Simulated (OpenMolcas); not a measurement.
AlNH$_{2}$F$_{2}$: single-point calculation (part 2 of 2)

Continued. System: AlNH$_{2}$F$_{2}$, SMILES [NH2][Al]([F])[F]. Method: SOS-MP2/pcseg-2, RHF (OpenMolcas 26.06). The geometry comes from this level: GFN2-xTB.

Geometry of the input (Å):
```
N  -0.3704  0.8954  -0.1487
Al 0.2990  -0.7119  0.1177
F  1.4747  -0.9945  1.2309
F  -0.2180  -2.0190  -0.7340
H  -0.0936  1.7230  0.3535
H  -1.0917  1.1069  -0.8195
```

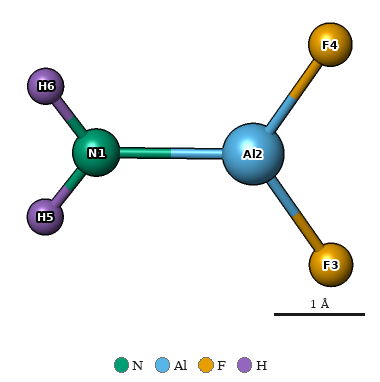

The structure (ball-and-stick view, seen at a tilt; atoms are numbered from 1 in the order of the input). Sticks mark near contacts.

What the program printed, continued
```
 *****************************************************************************************************************************
 *                                             SCF/KS-DFT Program, Final results                                             *
 *                                                       Final Results                                                       *
 *****************************************************************************************************************************

::    Total SCF energy                               -496.7266699732
      One-electron energy                           -1009.9196532440
      Two-electron energy                             354.1471884077
      Nuclear repulsion energy                        159.0457948631
      Kinetic energy (interpolated)                   497.7679689950
      Virial theorem                                    0.9979080634
      Total spin, S(S+1)                                0.0000000000
      Total spin, S                                     0.0000000000
      Max non-diagonal density matrix element           0.0000011136
      Max non-diagonal Fock matrix element              0.0000002958

      All orbitals with orbital energies smaller than  E(LUMO)+0.5 are printed

++    Molecular orbitals:
      -------------------

      Title: SCF orbitals

      Molecular orbitals for symmetry species 1: a

          Orbital            1         2         3         4         5         6         7         8         9        10
          Energy          -58.4364  -26.2502  -26.2501  -15.5431   -4.8993   -3.2190   -3.2168   -3.2155   -1.5495   -1.5408
          Occ. No.          2.0000    2.0000    2.0000    2.0000    2.0000    2.0000    2.0000    2.0000    2.0000    2.0000

          Orbital           11        12        13        14        15        16        17        18        19        20
          Energy           -1.1294   -0.7022   -0.6715   -0.6543   -0.6464   -0.6376   -0.6248   -0.6158   -0.5830   -0.4269
          Occ. No.          2.0000    2.0000    2.0000    2.0000    2.0000    2.0000    2.0000    2.0000    2.0000    2.0000

          Orbital           21        22        23        24        25        26        27        28        29        30
          Energy            0.0710    0.0866    0.1159    0.1160    0.1592    0.1659    0.2346    0.3140    0.3811    0.3956
          Occ. No.          0.0000    0.0000    0.0000    0.0000    0.0000    0.0000    0.0000    0.0000    0.0000    0.0000

          Orbital           31        32        33        34        35        36
          Energy            0.4318    0.4497    0.5335    0.5430    0.5679    0.5693
          Occ. No.          0.0000    0.0000    0.0000    0.0000    0.0000    0.0000

--

++    Molecular charges:
      ------------------

      Mulliken charges per centre and basis function type
      ---------------------------------------------------

                N1      AL2     F3      F4      H5      H6
      1s       3.4521  4.4135  3.9547  3.9545  0.7443  0.7442
      2px      1.5154  2.1775  1.8504  1.9129  0.0177  0.0280
      2pz      1.4888  2.1654  1.8589  1.8877  0.0219  0.0262
      2py      1.3231  2.2485  1.9257  1.8346  0.0276  0.0129
      3d2+     0.0029  0.0686  0.0013  0.0016  0.0010  0.0008
      3d1+     0.0026  0.0461  0.0024  0.0007  0.0005  0.0017
      3d0      0.0008  0.0549  0.0018  0.0013  0.0008  0.0011
      3d1-     0.0033  0.0713  0.0010  0.0022  0.0016  0.0006
      3d2-     0.0024  0.0732  0.0011  0.0017  0.0011  0.0007
      4f3+     0.0000  0.0088  0.0000  0.0001  0.0000  0.0000
      4f2+     0.0002  0.0101  0.0001  0.0001  0.0000  0.0000
      4f1+     0.0003  0.0071  0.0001  0.0000  0.0000  0.0000
      4f0      0.0002  0.0061  0.0000  0.0000  0.0000  0.0000
      4f1-     0.0000  0.0092  0.0000  0.0001  0.0000  0.0000
      4f2-     0.0002  0.0095  0.0001  0.0001  0.0000  0.0000
      4f3-     0.0002  0.0096  0.0000  0.0001  0.0000  0.0000
      Total    7.7926 11.3794  9.5977  9.5976  0.8164  0.8162

      N-E     -0.7926  1.6206 -0.5977 -0.5976  0.1836  0.1838

      Total electronic charge=   40.000000

      Total            charge=   -0.000000
--

++    Molecular properties:
      ---------------------

      Charge (e):
                      =   -0.0000
      Dipole Moment (debye):
      Origin of the operator (angstrom)=    0.3156   -0.7539    0.1243
                   X= -1.0544E+00               Y=  2.5187E+00               Z= -4.0554E-01           Total=  2.7605E+00
      Quadrupole Moment (debye*angstrom):
      Origin of the operator (angstrom)=    0.3156   -0.7539    0.1243
                  XX= -2.7881E+01              XY= -1.0939E+00              XZ= -3.1289E+00              YY= -2.7294E+01
                  YZ= -1.5984E+00              ZZ= -2.8607E+01
      In traceless form (debye*angstrom)
                  XX=  6.9481E-02              XY= -1.6408E+00              XZ= -4.6934E+00              YY=  9.5046E-01
                  YZ= -2.3975E+00              ZZ= -1.0199E+00
--

--- Stop Module: scf /rc=_RC_ALL_IS_WELL_ ---
--- Module scf spent 8 seconds ---

--- Start Module: mbpt2 ---

                                               &MBPT2

                       available to each process: 1.9 GB of memory, 1 thread

WARNING!
Default frozen orbitals as non valence orbitals is overwritten by user input.
Default values:   5

      Cartesian coordinates in angstrom:
      -----------------------------------------------------
      No.  Label        X            Y            Z
      -----------------------------------------------------
       1   N1        -0.37038000   0.89536000  -0.14875000
       2   AL2        0.29898000  -0.71186000   0.11775000
       3   F3         1.47472000  -0.99447000   1.23089000
       4   F4        -0.21798000  -2.01896000  -0.73399000
       5   H5        -0.09362000   1.72303000   0.35355000
       6   H6        -1.09172000   1.10691000  -0.81945000
      -----------------------------------------------------
      Nuclear repulsion energy =  159.04579486

      Contents of RUNFILE file:
      -------------------------

      Symmetry species                           1
                                                 a
      Number of basis functions                152
      Frozen occupied orbitals                   8
      Active occupied orbitals                  12
      Active external orbitals                 132
      Deleted external orbitals                  0

      Reference numbers of frozen occupied orbitals according to the original input sequence
      symmetry species 1                        1  2  3  4  5  6  7  8

      Energies of the active occupied orbitals

      symmetry species 1                    -1.549542     -1.540756     -1.129396     -0.702212     -0.671468
                                            -0.654303     -0.646405     -0.637579     -0.624759     -0.615812
                                            -0.583037     -0.426871

      Energies of the active external orbitals

      symmetry species 1                     0.071006      0.086623      0.115933      0.116047      0.159225
                                             0.165927      0.234610      0.314028      0.381080      0.395583
                                             0.431794      0.449670      0.533457      0.542956      0.567922
                                             0.569286      0.605161      0.624256      0.667844      0.722186
                                             0.747901      0.759335      0.761392      0.766333      0.827276
                                             0.921659      0.976287      1.025365      1.050306      1.069759
                                             1.162502      1.191092      1.194436      1.218247      1.256377
                                             1.294589      1.360155      1.393270      1.568671      1.574134
                                             1.590878      1.652132      1.660489      1.858357      1.868397
                                             1.927231      1.947928      2.053835      2.066484      2.151432
                                             2.186528      2.223759      2.231654      2.274663      2.409882
                                             2.430147      2.472396      2.584219      2.655745      2.664513
                                             2.789123      2.816309      2.943586      3.220200      3.286050
                                             3.289709      3.319597      3.326541      3.336643      3.422370
                                             3.441727      3.494681      3.497117      3.629937      3.704767
                                             3.753938      3.780680      4.020563      4.026485      4.089630
                                             4.115946      4.166434      4.186673      4.297382      4.543309
                                             4.668030      4.751120      4.756301      4.759612      4.808838
                                             4.809037      4.811805      4.814852      4.831059      4.852473
                                             4.888541      4.920786      4.924744      4.965387      4.988244
                                             5.013886      5.040486      5.042138      5.067822      5.126405
                                             5.142022      5.147570      5.399208      5.493660      5.505433
                                             5.585758      5.681755      5.922783      5.999265      6.081342
                                             6.192755      6.342343      6.690160      6.834114      7.026576
                                             7.168993      8.131293      8.150600      8.158924      8.170582
                                             8.402373      8.460652      8.466098      8.572879      8.608874
                                             8.729041     12.141798

      ********************************************************************************************************
      *                                               Results                                                *
      ********************************************************************************************************

       Opposite-Spin (OS) scaling factor    =        1.3000000000
       SCF energy                           =     -496.7266699732 a.u.
       SOS 2nd-order correlation energy     =       -0.7428925637 a.u.

       Total SOS-MP2 energy                 =     -497.4695625369 a.u.

::    Total MBPT2 energy                             -497.4695625369

       Zeroth-order energy (E0)             =     -142.5794815656 a.u.

       Shanks-type energy S1(E)             =     -497.4711241743 a.u.

--- Stop Module: mbpt2 /rc=_RC_ALL_IS_WELL_ ---

.##################.
.# Happy landing! #.
.##################.

    Timing: Wall=21.03 User=20.17 System=0.84
```

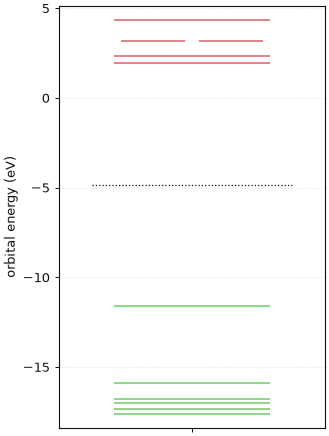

Orbital energies near the frontier (SCF reference); the dotted line parts filled from empty levels, and levels within 0.02 eV of each other stand side by side. Highest filled −11.62 eV, lowest empty 1.93 eV, 13.55 eV apart.

Results in brief

| quantity | value |
| --- | --- |
| outcome | converged |
| total energy | −497.469563 hartree |
| SCF energy | −496.726670 hartree |
| correlation energy | −0.742893 hartree |
| basis functions | 152 |
| HOMO of the SCF reference | −11.62 eV |
| LUMO of the SCF reference | 1.93 eV |
| wall time | 21 s |
| peak memory | 0.25 GiB |
